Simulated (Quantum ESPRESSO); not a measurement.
Density of states of YAlGe (Cmcm, 6 atoms in the cell).

```
CELL_PARAMETERS angstrom
      2.02520     5.22000     0.00000
     -2.02520     5.22000     0.00000
      0.00000     0.00000     5.76460
ATOMIC_POSITIONS crystal
  Y  0.30990 0.30990 0.75000
  Y  0.69010 0.69010 0.25000
  Ge 0.60580 0.60580 0.75000
  Ge 0.39420 0.39420 0.25000
  Al 0.00000 0.00000 0.00000
  Al 0.00000 0.00000 0.50000
```

Method of the run: PBEsol, PSlibrary PAW (PBE) pseudopotentials (plane waves; Quantum ESPRESSO 7.5).

SCF settings: ecutwfc = 45 Ry; ecutrho = 315 Ry; occupations = smearing; smearing = gauss; degauss = 0.0073499 Ry; input_dft = pbesol; K_POINTS = automatic 6 6 4 0 0 0; conv_thr = 1e-09 Ry. Keys of the DOS step: nscf.calculation = nscf; nscf.verbosity = high; nscf.nbnd = 27; nscf.startingwfc = random; nscf.diago_thr_init = 1e-06; nscf.diagonalization = cg; nscf.K_POINTS = automatic 9 9 6 0 0 0; dos.x.fildos = dos.dat; dos.x.Emin = -15 eV; dos.x.Emax = 30 eV; dos.x.DeltaE = 0.05 eV; dos.x.ngauss = 0; dos.x.degauss = 0.02205 Ry.

The starting cell comes from a database of published, mostly measured structures (it also holds non-ambient and calculated ones), without a prior relaxation at this level.

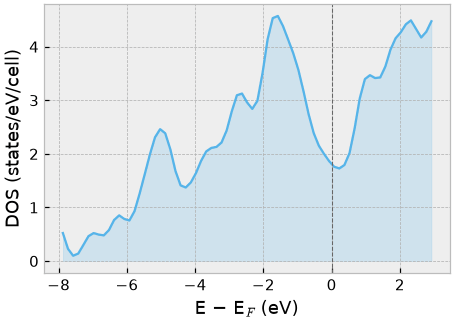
Figure. Total density of states, both spins summed.

Total DOS (both spins), as means of the tabulated values in each energy bin; the zero is the program's Fermi level or highest filled level, and the curve is cut to this window:

(E (eV), states/eV/cell): (-7.80, 0.37); (-7.40, 0.18); (-7.00, 0.49); (-6.60, 0.53); (-6.20, 0.80); (-5.80, 0.98); (-5.40, 1.81); (-5.00, 2.38); (-4.60, 1.73); (-4.20, 1.42); (-3.80, 1.85); (-3.40, 2.15); (-3.00, 2.62); (-2.60, 3.06); (-2.20, 3.11); (-1.80, 4.34); (-1.40, 4.37); (-1.00, 3.54); (-0.60, 2.57); (-0.20, 2.01); (0.20, 1.76); (0.60, 2.25); (1.00, 3.30); (1.40, 3.49); (1.80, 4.05); (2.20, 4.39); (2.60, 4.26)

Around zero the curve holds about 1.8 states/eV/cell.
